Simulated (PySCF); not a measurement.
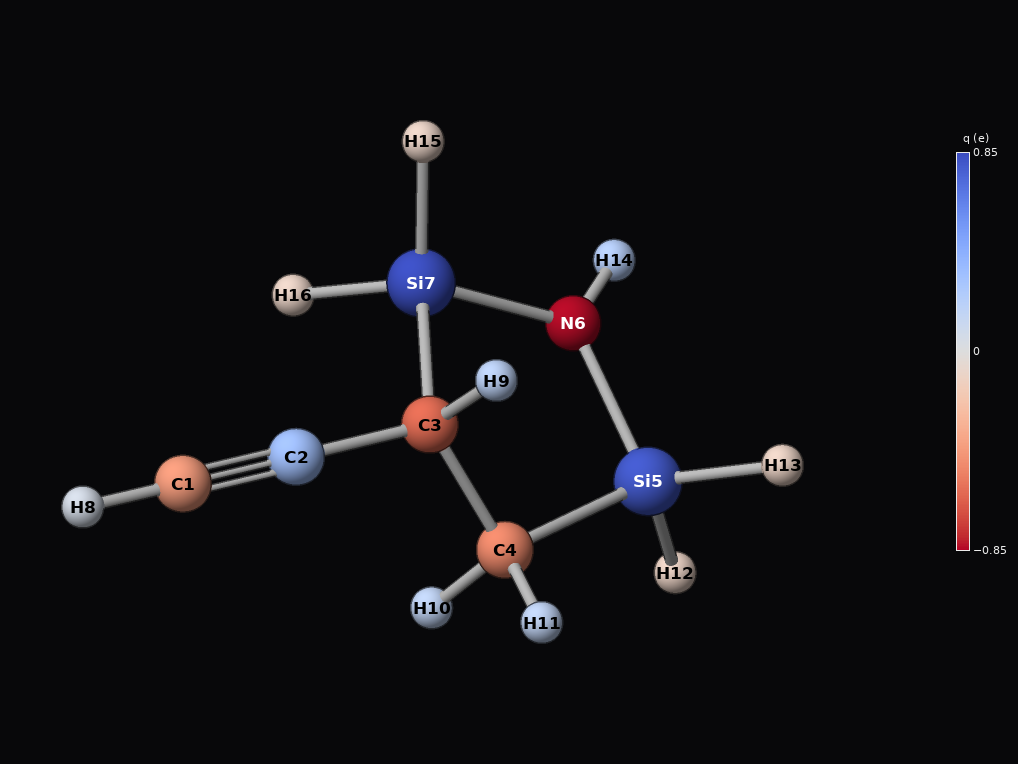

Atoms are coloured by their Mulliken charges. The computed structure is the end point of a PBE0-D3(BJ)/def2-SVP optimisation. No frequency run is at hand to confirm it as a minimum. Method: PBE0/pcSseg-1, gas phase (PySCF 2.14.0).

Give the Mulliken charges atom by atom.

| atom | value (e) |
| --- | --- |
| C1 | −0.41 |
| C2 | 0.32 |
| C3 | −0.59 |
| C4 | −0.48 |
| Si5 | 0.78 |
| N6 | −0.83 |
| Si7 | 0.83 |
| H8 | 0.06 |
| H9 | 0.18 |
| H10 | 0.16 |
| H11 | 0.16 |
| H12 | −0.11 |
| H13 | −0.10 |
| H14 | 0.22 |
| H15 | −0.10 |
| H16 | −0.09 |

Mulliken values depend strongly on the basis set and can even reverse the polarity of a bond.
